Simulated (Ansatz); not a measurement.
# CH4Si2 (charge +1, doublet): what the fields show

Input

```
crystal:
  periodic: [false, false, false]
  atoms:
    - {symbol: C, position_ang: [-2.073050, -0.802693, 2.254628]}
    - {symbol: Si, position_ang: [-1.725682, -2.648289, 2.549301]}
    - {symbol: Si, position_ang: [-0.372758, -0.482481, 1.583616]}
    - {symbol: H, position_ang: [-2.876300, -0.633964, 1.527248]}
    - {symbol: H, position_ang: [-2.293648, -0.260154, 3.181854]}
    - {symbol: H, position_ang: [-0.113206, -0.666495, 0.149039]}
    - {symbol: H, position_ang: [0.716568, -0.133788, 2.506118]}
basis:
  gaussian:
    orbitals: def2-TZVPD
total_charge: 1
magnetization:
  spin_polarized: true
  initial_magnetization: 1
hamiltonian:
  xc: {name: PBE0}
output: {forces: true, orbitals: {seedname: orbitals}}
```

Launched as:

```sh
ansatz run input.yaml --threads 2 --pin off --max-ram 4350MiB --events-out events.jsonl --progress --plain --runs-dir runs
```

Geometry: B3LYP-D3(BJ)/6-311G**.

Theory: isolated molecule in a Gaussian basis; Kohn-Sham density functional theory, functional PBE0 (Ansatz 0.2.0).

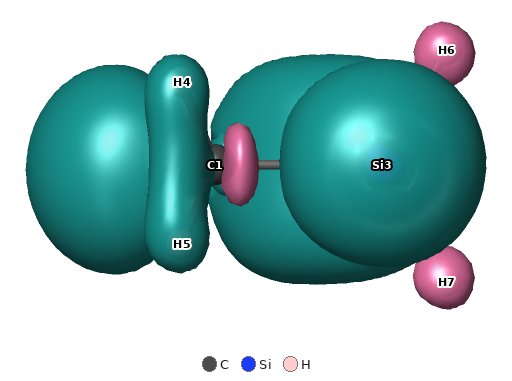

Figure 1. Isosurfaces of the spin density at +0.015 (teal) and −0.015 e/Å³ (pink), seen at a tilt.

Where is the unpaired spin?

Answer. The unpaired spin (1 electron) lies mostly on Si2 (about 0.5) and Si3 (about 0.4), in electrons by Hirshfeld's partition.

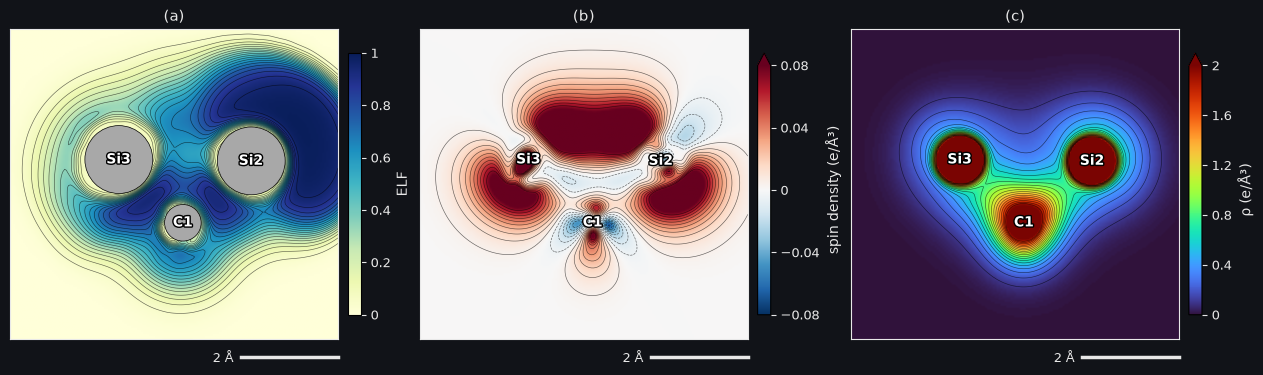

Figure 2. (a) electron localisation function; (b) spin density (α minus β); (c) electron density on the plane of atoms Si2, C1 and Si3. Grey discs cover the atomic cores in the ELF map.

Interpret the plot.

Answer. The plane passes through C and Si nuclei.
C–Si (1.86 Å): ρ at the midpoint is about 0.94 e/Å³; the ELF peaks at about 0.95 between the atoms: a shared electron pair.
C–Si (1.90 Å): ρ at the midpoint is about 0.89 e/Å³; the ELF peaks at about 0.95 between the atoms, as expected for localised, covalent bonding.
The ELF also peaks beside Si2, away from the bonds: non-bonding electrons, paired or unpaired.

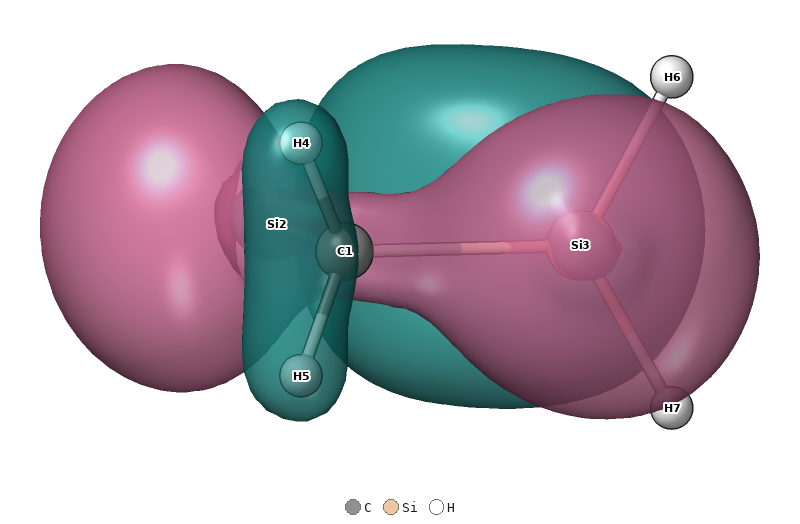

Figure 3. The LUMO (β) at ±0.1 Å⁻³ᐟ² (teal and pink are the two phases), seen at a tilt.

Describe this orbital and give its energy.

Answer. It lies mainly on Si2 (about 45 %), Si3 (about 40 %) and C1 (about 10 %). Its energy is −8.73 eV.

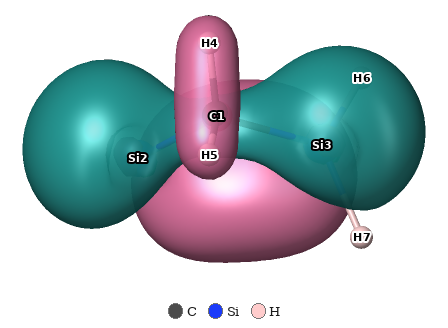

Figure 4. The HOMO (α) at ±0.1 Å⁻³ᐟ² (teal and pink are the two phases), seen at a tilt.

What is the character of this orbital?

Answer. Its weight (Hirshfeld) is mainly on Si2 (about 45 %), Si3 (about 40 %) and C1 (about 10 %). Its energy is −11.64 eV.
